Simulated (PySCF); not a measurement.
**C₄H₁₆N₂OSi₂: density, localisation and related maps**

```yaml
atoms:
  - { symbol: C, position_ang: [-2.7809, 0.7473, -0.3007] }
  - { symbol: C, position_ang: [-1.3160, 0.7982, 0.1340] }
  - { symbol: C, position_ang: [-1.1569, 1.6718, 1.3809] }
  - { symbol: N, position_ang: [-0.8258, -0.5441, 0.3510] }
  - { symbol: Si, position_ang: [0.7828, -1.0725, 0.0635] }
  - { symbol: C, position_ang: [2.1610, -0.5084, 1.2457] }
  - { symbol: N, position_ang: [0.6736, -2.7917, 0.1638] }
  - { symbol: O, position_ang: [1.1658, -0.5173, -1.4271] }
  - { symbol: Si, position_ang: [1.6995, 0.3147, -2.6962] }
  - { symbol: H, position_ang: [-3.3922, 0.3227, 0.4935] }
  - { symbol: H, position_ang: [-3.1469, 1.7459, -0.5253] }
  - { symbol: H, position_ang: [-2.8828, 0.1276, -1.1873] }
  - { symbol: H, position_ang: [-0.7162, 1.2215, -0.6768] }
  - { symbol: H, position_ang: [-0.1151, 1.6940, 1.6890] }
  - { symbol: H, position_ang: [-1.7502, 1.2671, 2.1988] }
  - { symbol: H, position_ang: [-1.4886, 2.6876, 1.1809] }
  - { symbol: H, position_ang: [-1.3383, -1.0154, 1.0806] }
  - { symbol: H, position_ang: [1.9517, -0.8095, 2.2669] }
  - { symbol: H, position_ang: [2.2743, 0.5716, 1.2329] }
  - { symbol: H, position_ang: [3.1199, -0.9349, 0.9682] }
  - { symbol: H, position_ang: [1.5313, -3.3167, 0.1727] }
  - { symbol: H, position_ang: [0.0018, -3.2530, -0.4277] }
  - { symbol: H, position_ang: [0.9921, 1.5971, -2.7485] }
  - { symbol: H, position_ang: [1.4063, -0.5125, -3.8664] }
  - { symbol: H, position_ang: [3.1390, 0.5329, -2.5319] }
```

Geometry: GFN2-xTB.

Level of theory: PBE0/pcSseg-1, SCF density, gas phase, non-relativistic (PySCF 2.14.0).

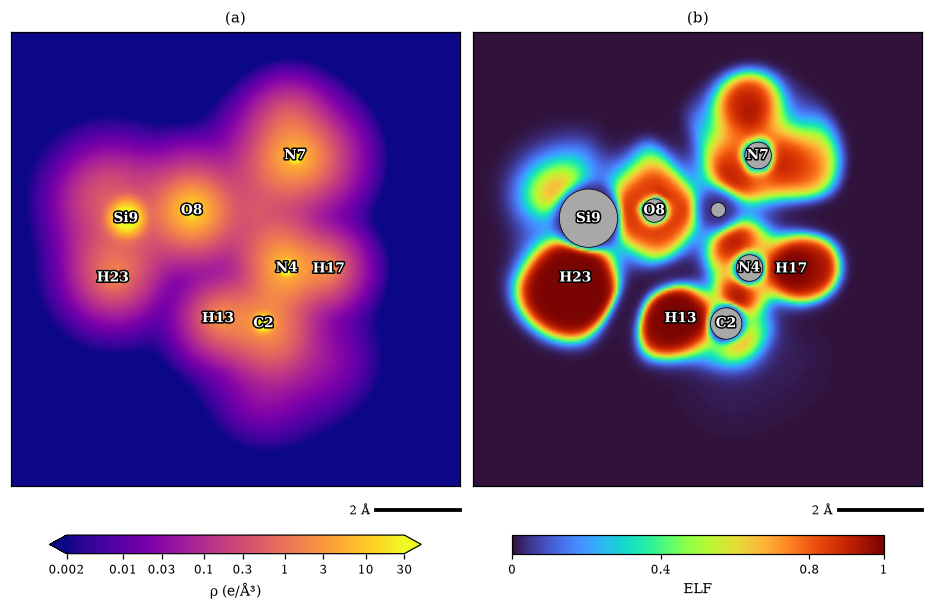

Figure 1. (a) electron density; (b) electron localisation function on the plane of atoms C2, N4 and H17. Grey discs cover the atomic cores in the ELF map.

**Interpret the plot.**

The section cuts through C, N, O, Si and H sites.
C–N (1.45 Å): ρ at the midpoint is about 1.9 e/Å³; the ELF peaks at about 0.90 between the atoms (a shared electron pair).
Si–O (1.61 Å): the density is about 1.2 e/Å³ at the midpoint; the ELF peaks at about 0.85 between the atoms; a polar covalent bond.
N–H (1.01 Å): ρ at the midpoint is about 2.8 e/Å³; the ELF climbs to about 1 towards the hydrogen, as it does in any bond to H: an ordinary covalent bond to hydrogen.
C–H (1.09 Å): ρ is about 2 e/Å³ halfway; the ELF climbs to about 1 towards the hydrogen: a covalent bond by its length.
The ELF also peaks beside O8 and N7, away from the bonds: lone-pair regions.

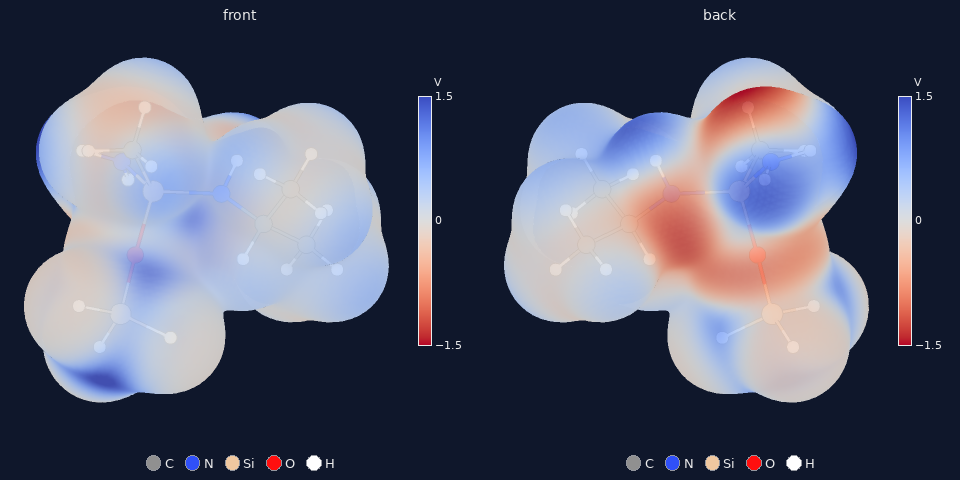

Figure 2. The electrostatic potential painted on the density surface at 0.002 e/bohr³, seen from the front and from behind; red is negative and blue positive.

**Which sites attract a positive test charge, and which a negative one?**

A positive charge is drawn to the negative regions and a negative charge to the positive ones. The most negative region (about −1.4 V) lies over N7, the most positive (about +1.4 V) over Si9 and H21. N7 is the likeliest acceptor of a hydrogen bond.

**How polar is the molecule by this calculation?**

Its dipole moment is 0.20 D.
